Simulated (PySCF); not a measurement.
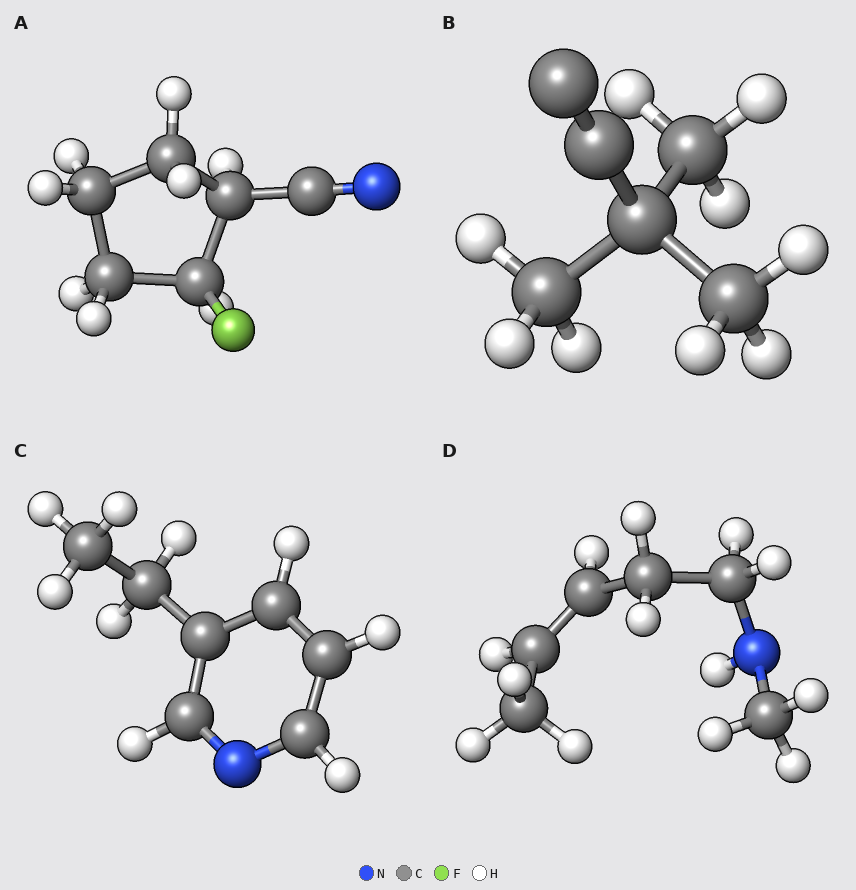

Source: calculation with PySCF.

```xyz
20
charge 0, multiplicity 1
C    -2.0832   -1.2484    0.3549
C    -2.0244   -0.0007   -0.4744
C    -1.1670    0.9958   -0.3088
C    -0.0736    1.0657    0.7088
C     1.2979    1.2652    0.0284
N     1.7220    0.1995   -0.8540
C     2.0557   -1.0466   -0.1977
H    -1.1802   -1.8459    0.2248
H    -2.9347   -1.8588    0.0671
H    -2.1745   -1.0080    1.4133
H    -2.7596    0.0707   -1.2648
H    -1.2197    1.8535   -0.9685
H    -0.0529    0.1652    1.3217
H    -0.2474    1.9214    1.3678
H     2.0680    1.3867    0.7957
H     1.2658    2.1820   -0.5691
H     1.0059    0.0384   -1.5568
H     1.2097   -1.5427    0.2997
H     2.8245   -0.8518    0.5505
H     2.4627   -1.7307   -0.9415
```

Which picture belongs to the input above?

D. The file holds C6H13N, `C/C=C\CCNC`.
